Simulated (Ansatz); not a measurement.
# A hypothetical structure for LaMg6Ir, part 2 of 2

Starting from a made-up structure for LaMg6Ir, the aim is the relaxed cell, its shortest contacts and, where a second run follows, its electronic structure.

Ansatz 0.2.0; DFT, PBE, plane-wave PAW, files of the set soft_1, scalar-relativistic, no spin, cell and ions relaxed at zero pressure; PAW set soft_1 (the session's first sound run).

So far: The structure; Relaxing cell and atoms. The relaxed cell has a, b, c = 4.442, 6.147, 13.882 Å (conventional setting).

## (3) Electronic structure of the relaxed cell

A second self-consistent run takes a narrower smearing and the mesh shown in its input; the bands follow along the standard path of the relaxed lattice.

This step: DFT, PBE, plane-wave PAW, files of the set soft_1, scalar-relativistic, no spin, bands and density of states at the relaxed cell; PAW set soft_1 (Ansatz 0.2.0).

Contents of input.yaml:

```yaml
crystal:
  lattice:
    - [4.4418729581, 0.0, 0.0]
    - [0.0, 3.0734205421, 6.9408782097]
    - [0.0, -3.0734205421, 6.9408782097]
  atoms:
    - { symbol: Ir, position: [0.0, 0.8770746595, 0.8770746595] }
    - { symbol: La, position: [0.5, 0.7254875505, 0.7254875505] }
    - { symbol: Mg, position: [0.5, 0.1403540149, 0.1403540149] }
    - { symbol: Mg, position: [0.5, 0.1707338023, 0.6792601396] }
    - { symbol: Mg, position: [0.5, 0.6792601396, 0.1707338023] }
    - { symbol: Mg, position: [0.0, 0.3066650462, 0.3066650462] }
    - { symbol: Mg, position: [0.0, 0.3070539978, 0.7994707892] }
    - { symbol: Mg, position: [0.0, 0.7994707892, 0.3070539978] }
kpoints:
  mp_grid: { grid: [8, 6, 6] }
  band_path:
    path:
      - [[0.0, 0.0, 0.0], [0.0, 0.29901795, -0.29901795], [0.0, 0.0, -0.5], [-0.5, 0.0, -0.5], [-0.5, 0.29901795, -0.29901795], [-0.5, 0.0, 0.0], [0.0, 0.0, 0.0], [0.0, -0.5, -0.5], [0.0, -0.29901795, -0.70098205], [-0.5, -0.29901795, -0.70098205], [-0.5, -0.5, -0.5], [0.0, -0.5, -0.5]]
      - [[-0.5, 0.0, 0.0], [-0.5, -0.5, -0.5]]
    npoints: 6
scf:
  occupations: { method: fermi_dirac, width: 0.03 }
  n_extra_bands: 12
hamiltonian:
  xc: pbe
  pseudopotentials: { kind: paw, azcp: { folder: soft_1 } }
output:
  forces: true
  stress: true
  write_bands: true
  dos: { projected: true }
  write_density: true
  write_potential: true
  elf: true
  volumetric_format: npy
```

Launch:

```console
$ ansatz run input.yaml --threads 4 --pin off --max-ram 10240MiB --backend cpu --events-out ev --progress --plain --runs-dir out
```

Numbers of over 12 decimals in the logs are rounded to 6 here.

Log:

```text
La: projections on atomic orbitals take those of the free atom [Kr 4d10] 4f0 5s2 5p6 5d1 6s2, of charge +0.00 (hamiltonian.pseudopotentials.projection_atoms); the dataset's partial waves leave at most 1.9e-5 of an orbital's norm unspanned inside its sphere
[...]
Crystal: 8 atoms, lattice volume = 189.510 Å³
Basis set: ecut = 420 eV, 3735 PW (Γ), exchange–correlation on 60×108×108 points (8 copies of the dense FFT grid, shifted against one another)
Bands: 56, of which v1, the nominal top of the filled ones, is band 44 counted from 1 (43 counted from 0)
Symmetry: 4 space group operations
[...]
k-points: 65 of 288 (time reversal used)
[...]
SCF iter   1: F=—  HF=-29737.169291 eV  |F-HF|=—  |Δ(HF+E_count)|=         —  Δρ=1.35e-1  dr2=1.10e2  ethr=3.10e-3  ⟨swp⟩=6.8  Hψ=12807  notcnv=0
[...]
SCF iter  10: F=-29730.645259 eV  HF=-29730.645260 eV  |F-HF|=6.00e-8  |Δ(HF+E_count)|=   3.57e-7  Δρ=4.50e-6  dr2=8.01e-8  ethr=1.14e-10  ⟨swp⟩=16.8  Hψ=29280  notcnv=0
SCF 1 converged in 10 iterations: F = -29730.645259 eV  dr2 = 8.01e-8
[...]
NSCF: frozen V_eff on 74 k-points
SCF converged after 10 iterations
Free energy (F): -29730.645259 eV
[...]
Internal energy: -29730.629324 eV  (E = F + TS)
E sigma→0 (E₀):  -29730.637292 eV
Entropy (-TS):   -0.015936 eV (-1.992 meV/atom)
Fermi energy:    7.816857 eV
[...]
--- Forces (eV/Å), atoms counted from 1 ---
  atom   1  Ir     0.00000000     0.00000000    -0.04032505
  atom   2  La     0.00000000     0.00000000    -0.00247210
  atom   3  Mg     0.00000000     0.00000000    -0.02722435
  atom   4  Mg     0.00000000     0.01316608     0.03424739
  atom   5  Mg     0.00000000    -0.01316608     0.03424739
  atom   6  Mg     0.00000000     0.00000000     0.00775549
  atom   7  Mg     0.00000000     0.01861873    -0.00309914
  atom   8  Mg     0.00000000    -0.01861873    -0.00309914
  max |Σ_I F_I| component: 3.05e-5 eV/Å
--- Stress (GPa, compression-positive) ---
        0.493887       0.000000       0.000000
        0.000000      -0.310610       0.000000
        0.000000       0.000000      -0.175695
  P = ⅓ Tr σ = 0.0025 GPa (0.025 kbar)
--- Band table (eV; the first three rows and the last of 65) ---
  k-point 0: bands = [... 40 lower, 6.0803, 6.5408, 7.3608, 7.4256, 8.4361, 9.5197, 9.5817, 9.6498, ... 8 higher]
  k-point 1: bands = [... 40 lower, 6.0200, 6.5775, 7.3483, 7.9920, 8.4743, 9.4666, 9.4682, 9.6588, ... 8 higher]
  k-point 2: bands = [... 40 lower, 6.1071, 6.8219, 7.9400, 8.5435, 8.6516, 9.0441, 9.3271, 9.5971, ... 8 higher]
  k-point 64: bands = [... 40 lower, 6.2781, 6.5398, 6.9739, 7.4564, 7.4740, 8.4865, 9.0049, 9.0922, ... 8 higher]
```

Elapsed: 23 s, on 4 threads of AMD EPYC 7B13 (Zen 3), shared host; peak memory 1.1 GiB.

This step gave:

| Item | Value |
| --- | --- |
| free energy | -29730.6453 eV |
| energy at zero smearing | -29730.6373 eV |
| smearing term TS | 0.01594 eV |
| Fermi energy | 7.817 eV |
| pressure | 0.002527 GPa |

bands.tsv at the labelled points (eV, zero at the Fermi level; the bands that come nearest the Fermi level along the path):

| point | band 41 | band 42 | band 43 | band 44 | band 45 | band 46 | band 47 | band 48 |
| --- | --- | --- | --- | --- | --- | --- | --- | --- |
| Γ | -1.74 | -1.28 | -0.46 | -0.39 | 0.62 | 1.70 | 1.76 | 1.83 |
| X | -1.65 | -0.69 | 0.27 | 0.66 | 1.04 | 1.27 | 1.37 | 1.69 |
| S | -1.69 | -0.39 | -0.02 | 0.74 | 0.76 | 1.45 | 1.63 | 1.69 |
| R | -1.77 | -1.29 | -1.01 | -0.83 | -0.60 | 0.48 | 0.62 | 1.60 |
| A | -1.71 | -1.37 | -1.31 | -0.68 | -0.21 | 0.64 | 0.87 | 1.38 |
| Z | -1.44 | -1.09 | -1.02 | -0.68 | -0.08 | 0.20 | 0.34 | 0.41 |
| Γ | -1.74 | -1.28 | -0.46 | -0.39 | 0.62 | 1.70 | 1.76 | 1.83 |
| Y | -1.35 | -0.70 | -0.15 | 0.27 | 0.27 | 0.79 | 1.19 | 1.59 |
| X1 | -1.65 | -0.69 | 0.27 | 0.66 | 1.04 | 1.27 | 1.37 | 1.69 |
| A1 | -1.71 | -1.37 | -1.31 | -0.68 | -0.21 | 0.64 | 0.87 | 1.38 |
| T | -1.54 | -1.28 | -0.84 | -0.36 | -0.34 | 0.67 | 1.19 | 1.28 |
| Y | -1.35 | -0.70 | -0.15 | 0.27 | 0.27 | 0.79 | 1.19 | 1.59 |
| Z | -1.44 | -1.09 | -1.02 | -0.68 | -0.08 | 0.20 | 0.34 | 0.41 |
| T | -1.54 | -1.28 | -0.84 | -0.36 | -0.34 | 0.67 | 1.19 | 1.28 |

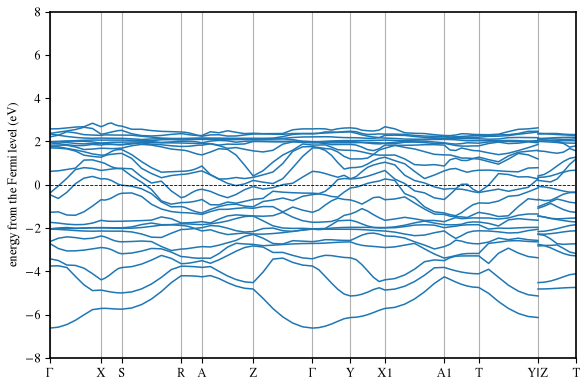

Bands along the path. 32 bands lie wholly below the window drawn.

Counts of states for the cell as run, both spins, by energy window (eV from the Fermi level):

```
from  to  total
  -8  -7   0.00
  -7  -6   0.44
  -6  -5   1.15
  -5  -4   1.85
  -4  -3   3.11
  -3  -2   6.39
  -2  -1   6.57
  -1   0   4.51
   0   1   4.59
   1   2   8.62
```

A further 64.0 states lie below the table's range.

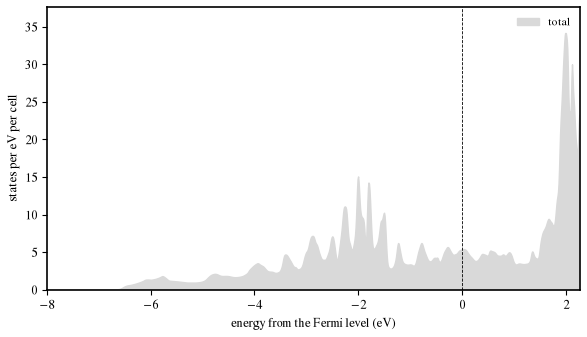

Total density of states, smoothed over about 0.04 eV.

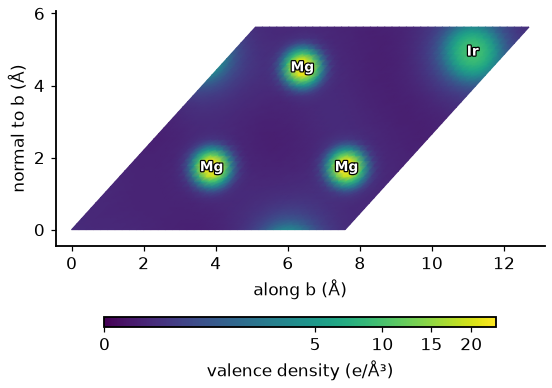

Valence density in the bc plane of the cell as run, not the conventional one, at fractional x = 0.000, with atoms of Ir and Mg within 0.2 Å of it. It is the smooth field of the valence electrons, not physical close to the nuclei. The colour scale is stretched toward low values.

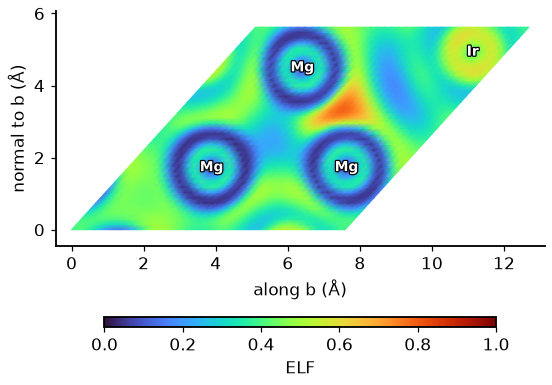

ELF in the bc plane of the cell as run, not the conventional one, at fractional x = 0.000, with atoms of Ir and Mg within 0.2 Å of it. It is the smooth field of the valence electrons, not physical close to the nuclei.

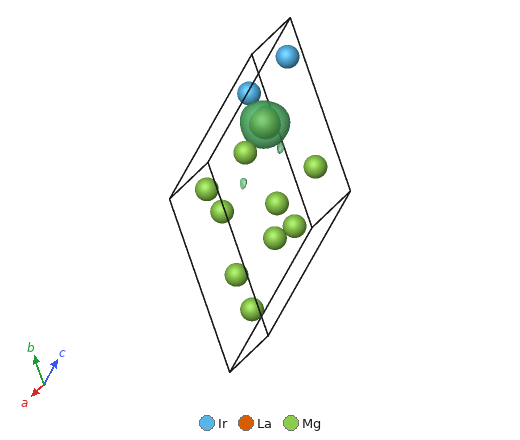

Surface of ELF = 0.77. Drawn on the cell as run, not the conventional one.

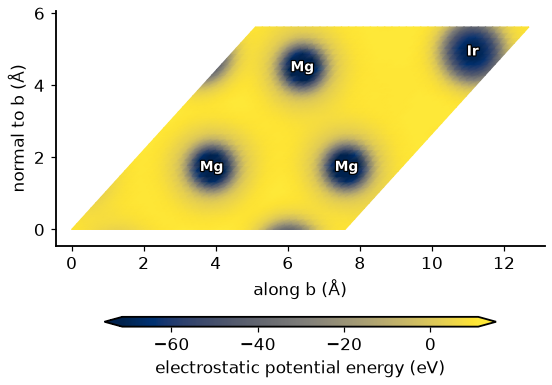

Electrostatic potential energy in the bc plane of the cell as run, not the conventional one, at fractional x = 0.000, with atoms of Ir and Mg within 0.2 Å of it. With pseudopotentials it is smooth inside the atoms' cores, unlike the true potential.

## (4) What came out

| Item | Value |
| --- | --- |
| space group, relaxed | Amm2 |
| conventional cell | a = 4.442, b = 6.147, c = 13.882 Å; α = 90.0°, β = 90.0°, γ = 90.0° |
| volume per atom | 23.69 Å³ (guess 24.53) |

What this shows: LaMg6Ir relaxes to Amm2 with a = 4.442, b = 6.147 and c = 13.882 Å. The guessed volume was 4 % too large. The space group Amm2 was held in the relaxation, so the end point is a stationary structure within it and may be a saddle against distortions or other arrangements. Bands cross the Fermi level, so it is a metal or semimetal at this level. On the 8×6×6 mesh with the narrower smearing (relaxed on 5×5×5) the largest force component is 0.040 eV/Å and the largest stress component is 0.494 GPa, against the relaxation's thresholds of 0.015 eV/Å and 0.05 GPa. The cutoff wasn't tested. A vector of the cell changed its length by 14 %, more than the volume shows. Spin-orbit coupling is left out, which can matter for elements this heavy. No dispersion term is used, so weakly bound directions may come out too long. The runs have no spin, and magnetism wasn't tested. Nothing here tests whether the compound is stable against decomposition.

[Logs are printed without paths, hosts, clocks, repeated set-up lines and the standing remarks that a program may print on its own settings, such as how far it seeks lower states.]

[Hosts, paths, dates, database ids (printed as entryN), source tags and the programs' standing remarks are cut or masked in the printed files.]
